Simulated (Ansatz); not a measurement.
## Frequency calculation of CH₅Al₂FOSi

- system: CH₅Al₂FOSi
- method: RKS BHLYP-D4/def2-SVP (Ansatz 0.2.0)

It belongs to a series of runs on one base structure; here: vibrations at the highest image of the band. Figures and captions count atoms from 1; the log counts them from 0 in places.

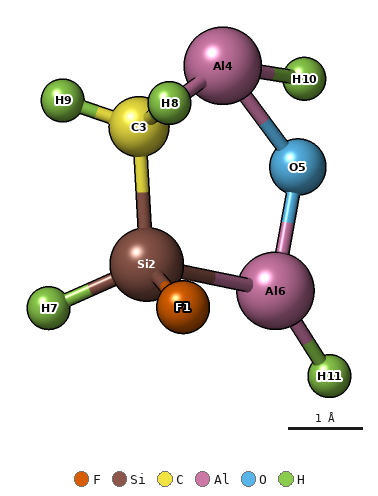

Fig. 1: The structure (ball-and-stick view, seen at a tilt; atoms are numbered from 1 in the order of the input). Sticks mark near contacts.

**The input**
```yaml
crystal:
  periodic: [false, false, false]
  atoms:
    - { symbol: F, position_ang: [-2.037538, -1.627606, -0.214926] }
    - { symbol: Si, position_ang: [-0.622487, -1.108229, 0.416554] }
    - { symbol: C, position_ang: [0.659373, -0.95252, -0.942115] }
    - { symbol: Al, position_ang: [1.395961, 0.896511, -1.013308] }
    - { symbol: O, position_ang: [0.317032, 1.905677, 0.088605] }
    - { symbol: Al, position_ang: [-0.84157, 1.220955, 1.190428] }
    - { symbol: H, position_ang: [-0.203068, -2.113263, 1.423516] }
    - { symbol: H, position_ang: [0.150394, -1.12766, -1.901575] }
    - { symbol: H, position_ang: [1.437117, -1.720015, -0.864517] }
    - { symbol: H, position_ang: [1.395271, 2.490738, -0.438571] }
    - { symbol: H, position_ang: [-1.584987, 2.078312, 2.276508] }
basis:
  gaussian: { orbitals: def2-SVP }
hamiltonian:
  xc: { name: BHLYP }
  dispersion: d4
phonons: {}
```

Machine: 2 threads of AMD EPYC (Zen 3), 24 GiB of memory available, shared host.

Command:
```bash
ansatz run input.yaml --threads 2 --pin off --max-ram 3072MiB --backend cpu --events-out ev --progress --plain --runs-dir out
```

**The program's output**
```
Engine: ansatz 0.2.0, x86_64-unknown-linux-gnu
Functional definition: BHLYP
  parameter a = 0.5
  exchange = (1 - a)*b88_x + a*exact_x
  correlation = lyp_c
1223 factors; integrals over basis functions are off by at most 3.1e-4 eV
mean field evaluation 1: about -26931.6092 eV, gradient 6.7e1 eV
mean field evaluation 2: about -26919.1936 eV, gradient 1.0e2 eV
mean field evaluation 4: about -26940.8543 eV, gradient 4.9e0 eV
mean field evaluation 8: about -26940.9406 eV, gradient 1.4e-1 eV
mean field evaluation 16: about -26940.9407 eV, gradient 9.2e-5 eV
mean field -26940.94067588 eV, -990.0613086132 hartree, gradient 1.9e-5 eV, S^2 0.000000; 0 other end points of the search recorded, 0 dependent functions left out
the calculation of the forces begins
reference -26940.94087749 eV, -990.0613160222 hartree; 34, 34 occupied and 87, 87 virtual orbitals, 1223 factors
these checks for a lower state are left out or cut short: stability, starts, cluster_reference, orbital_swaps, neighbouring_geometries, increment
1223 factors; integrals over basis functions are off by at most 3.1e-4 eV
mean field -26940.94062717 eV, -990.0613068232 hartree, gradient 3.1e-6 eV, S^2 0.000000; 0 other end points of the search recorded, 0 dependent functions left out
[... from here on the field's lines of each further geometry are left out, up to the last ...]
the calculation of the forces begins
reference -26940.94086756 eV, -990.0613156572 hartree; 34, 34 occupied and 87, 87 virtual orbitals, 1223 factors
these checks for a lower state are left out or cut short: stability, starts, cluster_reference, orbital_swaps, neighbouring_geometries, increment
1223 factors; integrals over basis functions are off by at most 3.1e-4 eV
mean field -26940.94064054 eV, -990.0613073144 hartree, gradient 2.4e-6 eV, S^2 0.000000; 0 other end points of the search recorded, 0 dependent functions left out
the calculation of the forces begins
reference -26940.94084214 eV, -990.0613147229 hartree; 34, 34 occupied and 87, 87 virtual orbitals, 1223 factors
WARN: phonons: modes at or below zero, which the zero-point energy, F, S and C_V leave out: 2, the lowest at -1782.90 cm⁻¹. A minimum has none, and a first-order saddle one
Total energy: -26941.37181972 eV, -990.0771528569 hartree
Atom 0 at    -2.037538    -1.627606    -0.214926 Å, force     0.025174     0.002445     0.017085 eV/Å
Atom 1 at    -0.622487    -1.108229     0.416554 Å, force    -0.029955     0.004034    -0.018984 eV/Å
Atom 2 at     0.659373    -0.952520    -0.942115 Å, force     0.024330    -0.022456     0.029322 eV/Å
Atom 3 at     1.395961     0.896511    -1.013308 Å, force    -0.003569     0.015728     0.010159 eV/Å
Atom 4 at     0.317032     1.905677     0.088605 Å, force     0.012290    -0.021675    -0.005320 eV/Å
Atom 5 at    -0.841570     1.220955     1.190428 Å, force    -0.005299    -0.000243    -0.007095 eV/Å
Atom 6 at    -0.203068    -2.113263     1.423516 Å, force     0.003448     0.000098     0.000935 eV/Å
Atom 7 at     0.150394    -1.127660    -1.901575 Å, force    -0.007815     0.019112    -0.012835 eV/Å
Atom 8 at     1.437117    -1.720015    -0.864517 Å, force    -0.012407    -0.007708    -0.010422 eV/Å
Atom 9 at     1.395271     2.490738    -0.438571 Å, force    -0.008183     0.007228    -0.002023 eV/Å
Atom 10 at    -1.584987     2.078312     2.276508 Å, force     0.001985     0.003437    -0.000823 eV/Å
Dipole moment:     0.120585    -0.014018     0.165682 e Å
Vibrations: -1782.90 -42.38 108.95 171.05 234.30 275.42 303.84 349.40 399.46 458.24 513.82 520.72 576.07 675.61 715.35 745.22 796.49 828.65 857.29 938.98 991.10 1399.47 1702.72 2005.43 2270.09 3106.38 3180.47 cm⁻¹, zero-point energy 1.495529 eV
```

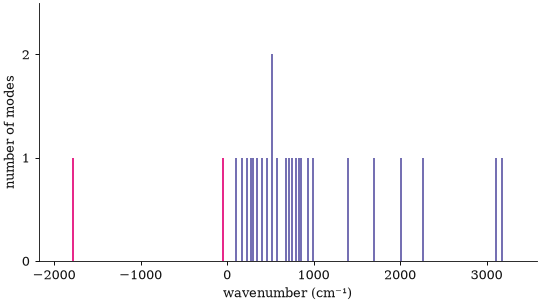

Fig. 2: Harmonic vibrational wavenumbers from the force constants; neighbouring modes closer than 23 cm⁻¹ are counted in one stick, and imaginary ones are drawn at negative wavenumbers. 27 modes from 1783i to 3180 cm⁻¹, 2 imaginary beyond 8i (1783i, 42i cm⁻¹): not a minimum.

**Results in brief**

- outcome: converged
- total energy: −26941.3718 eV
- mean-field energy: −26940.9409 eV
- largest force (length of the vector): 0.044 eV/Å
- wall time: 5.1 min (CPU time 9.5 min)
- peak memory: 0.3 GiB
